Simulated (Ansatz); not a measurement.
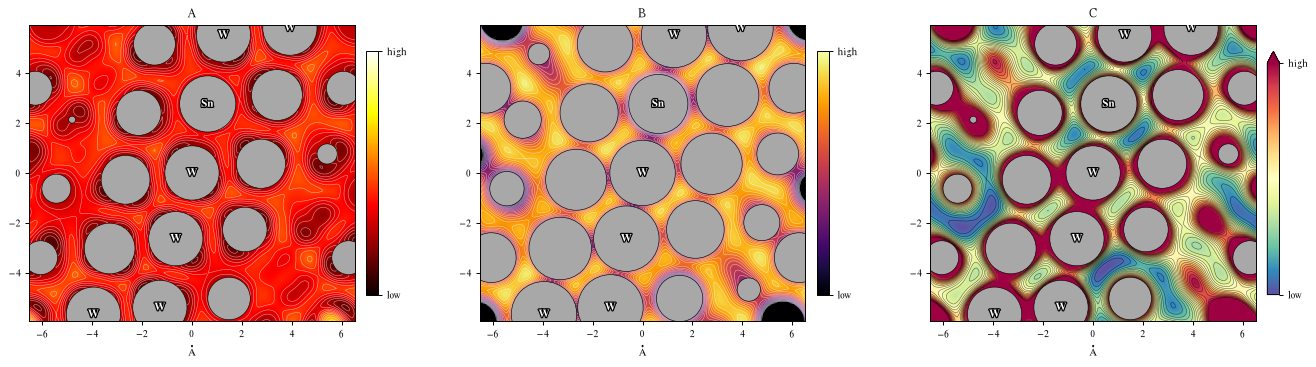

SnW$_{6}$: 3 fields on the (111) plane of the conventional cell, with unlabelled colour scales. Grey discs cover the atomic cores.

Space group R-3; a generated structure, not necessarily the stable one.

Level of theory: Ansatz 0.2.0, DFT PBE, scalar-relativistic, plane waves, PAW.

> The panels show electron localisation function, electrostatic potential energy of an electron and valence pseudo-density in some order. Assign them.

Panel A: electron localisation function. Panel B: electrostatic potential energy of an electron (low next to the atoms, rising into the space between them). Panel C: valence pseudo-density. From the grid: Sn–W (2.84 Å): ρ is about 0.31 e/Å³ halfway; the ELF is about 0.30 at the midpoint.
